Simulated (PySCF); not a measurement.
```xyz
18

Sn    1.2489    1.4759    0.8615
H     1.2636    1.4673    2.5800
H     2.8571    1.4770    0.2559
C     0.2010    3.2146    0.1471
H     0.6748    4.1318    0.5244
H    -0.8431    3.1838    0.4889
H     0.2136    3.2309   -0.9517
C     0.2616   -0.3061    0.1840
C     0.5626   -0.8611   -1.0673
C    -0.0991   -2.0017   -1.5223
C    -1.0732   -2.6066   -0.7292
C    -1.3812   -2.0682    0.5192
C    -0.7176   -0.9272    0.9711
H     1.3280   -0.4056   -1.7033
H     0.1492   -2.4216   -2.5005
H    -1.5912   -3.5012   -1.0837
H    -2.1411   -2.5408    1.1470
H    -0.9701   -0.5242    1.9567
```

Geometry: PBE0-D3(BJ)/def2-SVP; core potentials replace the inner electrons of Sn.

Computed with wB97X-D/def2-SVPD, SCF density, gas phase, scalar-relativistic core potentials on the heavy atoms in PySCF.

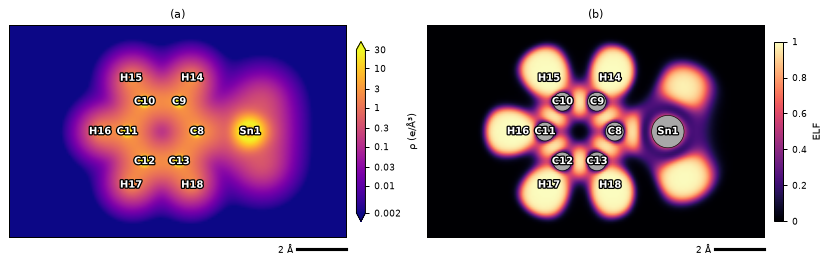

C7H10Sn. (a) electron density; (b) ELF on the plane of atoms C8, C9 and H14. Grey discs cover the atomic cores in the ELF map.

Read the bonding off the picture.

Atoms in the plane: Sn, C and H.
C–C (1.39 Å): ρ is about 2.1 e/Å³ halfway; the ELF peaks at about 0.95 between the atoms: a covalent bond.
C–Sn (2.15 Å): the density is about 0.7 e/Å³ at the midpoint; the ELF peaks at about 0.95 in the valence shell of C, 0.7 Å from its nucleus, and drops to about 0.15 between the two atoms.
C–H (1.09 Å): ρ is about 2 e/Å³ halfway; the ELF climbs to about 1 towards the hydrogen, as it does in any bond to H (a covalent bond by its length).
